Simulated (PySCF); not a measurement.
**C₂H₅F₂OSi₂ (doublet): density, localisation and related maps**

```xyz
12

F     2.0316    1.3299    0.3668
C     0.9340    0.8271   -0.3249
C    -0.2967    0.7752    0.5897
Si   -1.3618   -0.7009    0.0462
F    -2.4767   -0.2432   -1.0146
O    -0.2495   -1.5609   -0.7628
Si    1.2895   -0.9790   -0.9540
H     0.7684    1.5365   -1.1444
H     0.0590    0.6150    1.6091
H    -0.8231    1.7290    0.5881
H    -1.9886   -1.5411    1.0351
H     2.1153   -1.7884   -0.0603
```

Geometry: GFN2-xTB.

Method: PySCF, UKS B3LYP, pcH-1 on C F H O Si, non-relativistic, mean-field spin-orbit, GIAO.

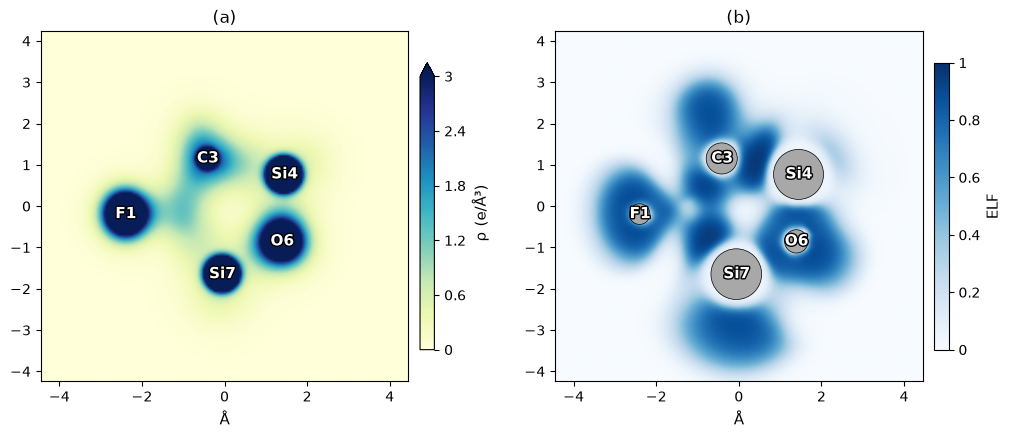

Figure 1. (a) electron density; (b) electron localisation function on the plane of atoms C3, Si4 and O6. Grey discs cover the atomic cores in the ELF map.

**Describe what can be read from this map.**

Atoms in the plane: F, C, Si and O. Si–O (1.62 Å): ρ is about 1.2 e/Å³ halfway; the ELF peaks at about 0.85 between the atoms: a polar covalent bond. C–Si (1.90 Å): the density is about 0.95 e/Å³ at the midpoint; the ELF peaks at about 0.95 between the atoms (a shared electron pair). The ELF also peaks beside O6 and F1, away from the bonds: non-bonding electrons, paired or unpaired.

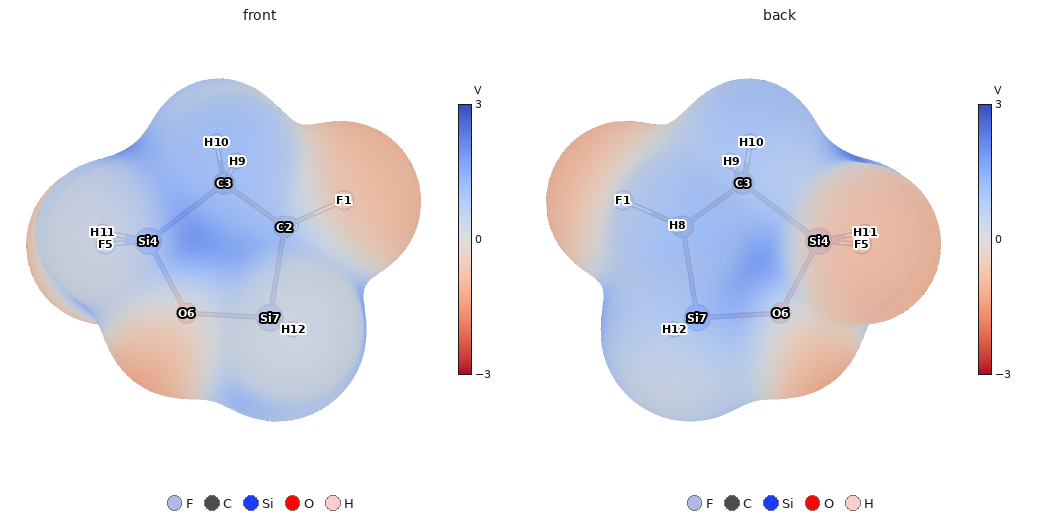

Figure 2. The molecular electrostatic potential painted on the density surface at 0.002 e/bohr³, seen from the front and from behind; the colour scale runs from red (negative) to blue (positive).

**Which sites attract a positive test charge, and which a negative one?**

A positive charge is drawn to the negative regions and a negative charge to the positive ones. The most negative region (about −1.1 V, or −25 kcal/mol for a unit charge) lies over O6, the most positive (about +1.9 V, or +44 kcal/mol for a unit charge) over Si4. O6 is the likeliest acceptor of a hydrogen bond.
